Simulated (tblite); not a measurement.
```xyz
8

N     2.987   -0.017   -0.068
C     1.841    0.184    0.061
C     0.510    0.435    0.222
C    -0.507   -0.431   -0.229
C    -1.839   -0.182   -0.067
N    -2.985    0.016    0.064
H     0.232    1.355    0.726
H    -0.229   -1.350   -0.733
```

Where will the first 6 clear peaks of this molecule's radial distribution curve from gas electron diffraction lie, and which pairs make them?

Answer. Peak 1, 1.18 Å: C–H 1.09 Å (×2), N–C 1.17 Å (×2), not resolved
Peak 2, 1.37 Å: C–C 1.36–1.41 Å (×3)
Peak 3, 2.50 Å: C···C 2.44–2.45 Å (×2), N···C 2.54 Å (×2), not resolved; in its flanks C···H 2.10–2.16 Å
Peak 4, 3.55 Å: N···C 3.52 Å (×2), N···H 3.54–3.55 Å (×2), C···C 3.70 Å, not resolved; in its flanks N···H 3.18 Å
Peak 5, 4.83 Å: N···C 4.83 Å (×2)
Peak 6, 5.97 Å: N···N 5.97 Å

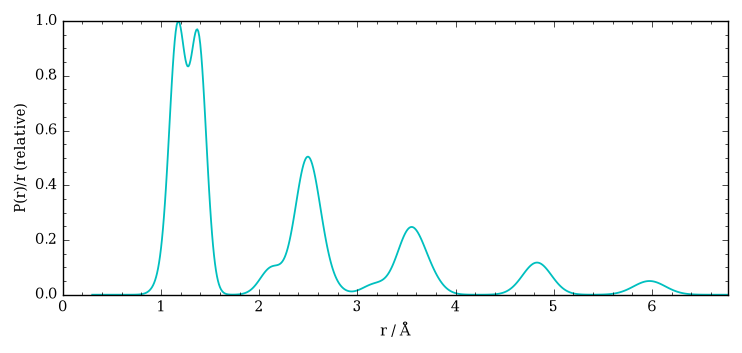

Simulated gas electron diffraction: radial distribution curve of C₄H₂N₂ (charge -1, ignored in the scattering factors) (spin multiplicity 2). Each pair of atoms contributes with weight ZᵢZⱼ/r; damping constant 0.002 Å²; vibrational amplitudes assumed, not computed: 0.05 Å for bonds, 0.078 Å for bonds to H, 0.06 + 0.015 r up to 0.15 Å for other pairs. The geometry is the end point of an optimisation (GFN2-xTB geometry optimisation, gas phase in tblite 0.8.0); it may be a saddle point or a higher isomer.
